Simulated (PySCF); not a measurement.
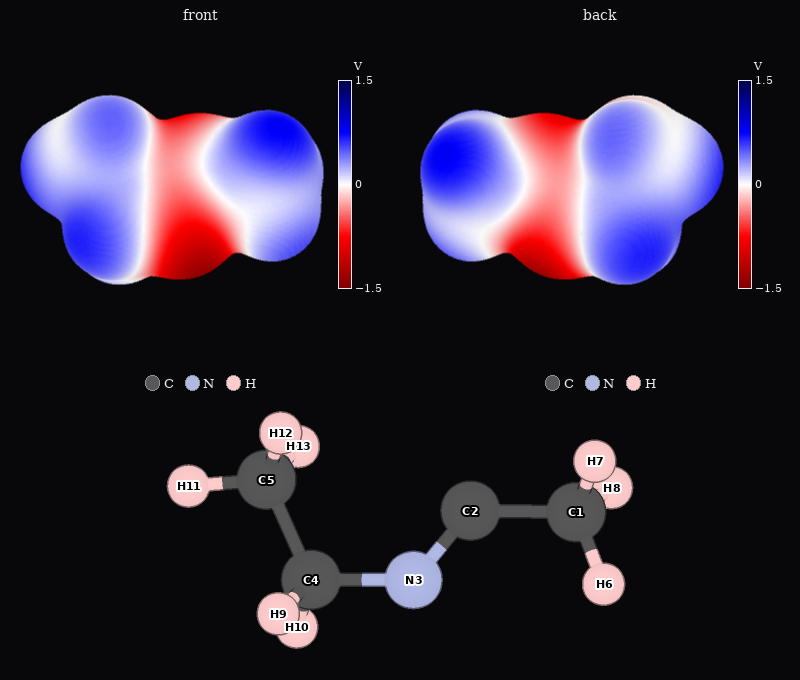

The picture shows: C$_{4}$H$_{8}$N (doublet). The molecular electrostatic potential painted on the density surface at 0.002 e/bohr³, seen from the front and from behind; red is negative and blue positive. The bare structure is drawn below in the same view.

Geometry: GFN2-xTB.

Computed with UKS B3LYP, pcH-1 on C H N, non-relativistic, mean-field spin-orbit, GIAO in PySCF 2.14.0, density-fitted response routines.

```csv
atom,x (Å),y (Å),z (Å)
C,2.4081,0.1769,-0.4886
C,0.9503,0.0964,-0.3067
N,0.3270,-0.2077,0.7180
C,-1.0855,-0.2971,0.9077
C,-1.9255,0.0827,-0.3114
H,2.9632,-0.0082,0.4365
H,2.6662,1.1639,-0.8709
H,2.7075,-0.5575,-1.2357
H,-1.3337,0.3523,1.7550
H,-1.3023,-1.3286,1.2088
H,-2.9835,-0.0070,-0.0792
H,-1.7101,1.1072,-0.6055
H,-1.6862,-0.5726,-1.1456
```

> Where is the surface potential most negative and most positive?

The most negative region (about −1.3 V) lies over N3, the most positive (about +0.8 V) over H7 and H8. N3 is the likeliest acceptor of a hydrogen bond.
